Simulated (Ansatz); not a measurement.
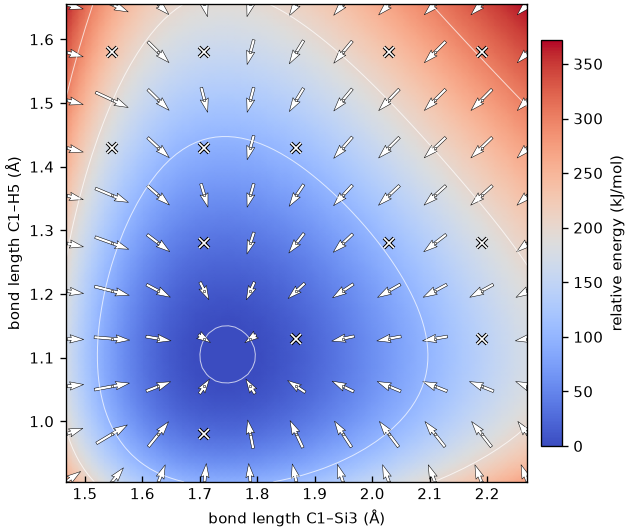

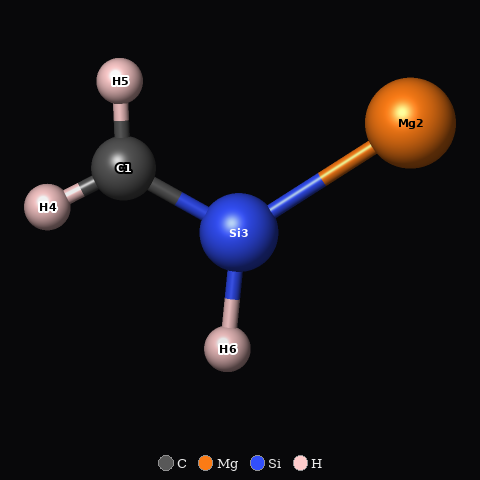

Energy landscape of CH₃MgSi, spin multiplicity 2. 
- First axis: bond length C1–Si3. Second axis: bond length C1–H5.
- Nothing is relaxed (all other coordinates rigid).
- The scan uses an 11 × 11 grid. At 13 points there is no value.
- Points are written as (first, second).
- Energies are in kJ/mol, from the lowest grid point.
- The calculation used UKS PBE-D4/def2-SVP in Ansatz 0.2.0.

The picture shows a smooth colour map with a few white contour lines, crosses at grid points without a value, dots at the grid points, arrows along the force (downhill), their lengths compressed. Between grid points the surface is interpolated. The second picture is the structure at the lowest point.

Question: Where are the wells?

Answer: The lowest grid point is at (1.708 Å, 1.130 Å). It is the only kind of minimum in the scanned range. The highest grid point, (2.270 Å, 1.655 Å), lies 372 kJ/mol above the lowest. Round the minimum the two coordinates are nearly uncoupled.

Time for the 108 points that were run: 14 min on 1 thread of Arm Neoverse V2, on a shared host.
